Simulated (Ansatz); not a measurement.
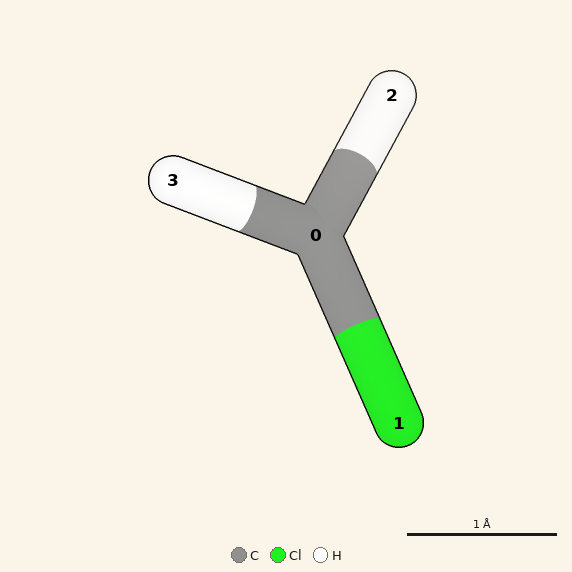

Starting geometry of the run. Atoms are numbered from 0, in the order of the input.

Ansatz 0.2.0 input:

```yaml
crystal:
  periodic: [false, false, false]
  atoms:
    - {symbol: C, position_ang: [0.028068, 0.020381, -0.026696]}
    - {symbol: Cl, position_ang: [1.299945, 0.152250, 0.538751]}
    - {symbol: H, position_ang: [-0.717687, -0.960743, 0.018139]}
    - {symbol: H, position_ang: [-0.487634, 0.760086, -0.640837]}
basis:
  gaussian: {orbitals: cc-pVDZ}
total_charge: 1
hamiltonian: {xc: pbe, dispersion: d4}
relax: {f_tol: 0.002, max_steps: 30, max_displacement: 0.2}
```

It was started with:

```sh
ansatz run in.yaml --threads 2 --pin off --events-out ev --progress --plain --max-ram 3481MiB
```

Result (its end):

```
463 factors; integrals over basis functions are off by at most 5.4e-4 eV
mean field -13575.30589148 eV, -498.8832898389 hartree, gradient 1.8e-5 eV, S^2 0.000000; 1 other end points of the search recorded, 0 dependent functions left out
the calculation of the forces begins
reference -13575.30591158 eV, -498.8832905778 hartree; 12, 12 occupied and 30, 30 virtual orbitals, 463 factors
Total energy: -13575.33533445 eV, -498.8843718483 hartree
Atom 0 at    -0.091042    -0.020033    -0.085170 Å, force     0.000030    -0.000101     0.000063 eV/Å
Atom 1 at     1.360536     0.135341     0.600679 Å, force    -0.000048     0.000019    -0.000034 eV/Å
Atom 2 at    -0.647951    -0.971059     0.048464 Å, force     0.000009     0.000016    -0.000003 eV/Å
Atom 3 at    -0.498851     0.827725    -0.674617 Å, force     0.000008     0.000066    -0.000026 eV/Å
Dipole moment:    -0.512767    -0.054886    -0.242274 e Å
```

The run converged.
